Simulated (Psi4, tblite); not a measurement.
Approach curve of the dimer CH2O2 ··· CS2 (SMILES O=CO and S=C=S). Monomers: optimised at B3LYP-D3(BJ) (def2-TZVP), held rigid. Orientation: lowest of the rigid-body minima from ten starts at GFN2-xTB. The monomers approach along the line of their centres of mass (distance R); nothing else relaxes.

Geometry at R = 3.42 Å (first 5 atoms: monomer A):
```
8

O      0.7582    -0.6076    -0.0717
C     -0.4180     0.0298     0.0552
O     -0.5672     1.2165     0.0144
H      1.4472     0.0658    -0.1999
H     -1.2201    -0.7045     0.2021
S      2.5275     2.0963    -1.2152
C      1.2725     2.8846    -1.6783
S      0.0175     3.6729    -2.1415
```

- HF/aug-cc-pVDZ, counterpoise-corrected (Psi4)
- SCS-MP2/aug-cc-pVDZ = DF-SCS-MP2/aug-cc-pVDZ, frozen core, counterpoise-corrected (Psi4 1.11)
- revPBE/def2-TZVP, counterpoise-corrected (Psi4)
- PBE-D3(BJ)/def2-TZVP, counterpoise-corrected (Psi4)
- GFN2-xTB (tblite)

Interaction energies in kcal/mol (negative: bound); R is the distance of the centres of mass, d the H4···S6 distance.

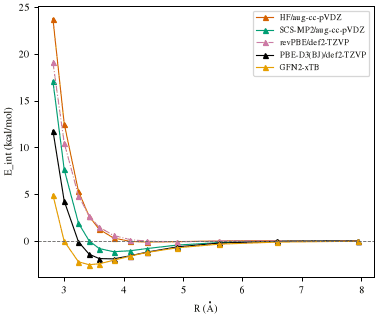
Figure. Interaction energy against separation.

| R / Å | d / Å | HF/aug-cc-pVDZ | SCS-MP2/aug-cc-pVDZ | revPBE/def2-TZVP | PBE-D3(BJ)/def2-TZVP | GFN2-xTB |
|---|---|---|---|---|---|---|
| 2.81 | 1.91 | 23.75 | 17.09 | 19.11 | 11.80 | 4.93 |
| 3.00 | 2.10 | 12.54 | 7.63 | 10.48 | 4.27 | -0.04 |
| 3.24 | 2.34 | 5.31 | 1.90 | 4.83 | -0.10 | -2.23 |
| 3.42 | 2.51 | 2.62 | 0.00 | 2.65 | -1.42 | -2.55 |
| 3.59 | 2.68 | 1.24 | -0.82 | 1.47 | -1.89 | -2.44 |
| 3.83 | 2.92 | 0.31 | -1.16 | 0.59 | -1.92 | -2.08 |
| 4.11 | 3.20 | -0.05 | -1.06 | 0.14 | -1.60 | -1.62 |
| 4.39 | 3.48 | -0.13 | -0.82 | -0.03 | -1.20 | -1.24 |
| 4.90 | 3.99 | -0.08 | -0.45 | -0.09 | -0.64 | -0.74 |
| 5.61 | 4.70 | -0.01 | -0.18 | -0.03 | -0.24 | -0.35 |
| 6.59 | 5.68 | 0.02 | -0.05 | 0.02 | -0.06 | -0.13 |
| 7.95 | 7.04 | 0.02 | -0.01 | 0.01 | -0.01 | -0.03 |

Lowest grid point: HF/aug-cc-pVDZ -0.13 kcal/mol at R = 4.39 Å; SCS-MP2/aug-cc-pVDZ -1.16 kcal/mol at R = 3.83 Å; revPBE/def2-TZVP -0.09 kcal/mol at R = 4.90 Å; PBE-D3(BJ)/def2-TZVP -1.92 kcal/mol at R = 3.83 Å; GFN2-xTB -2.55 kcal/mol at R = 3.42 Å.
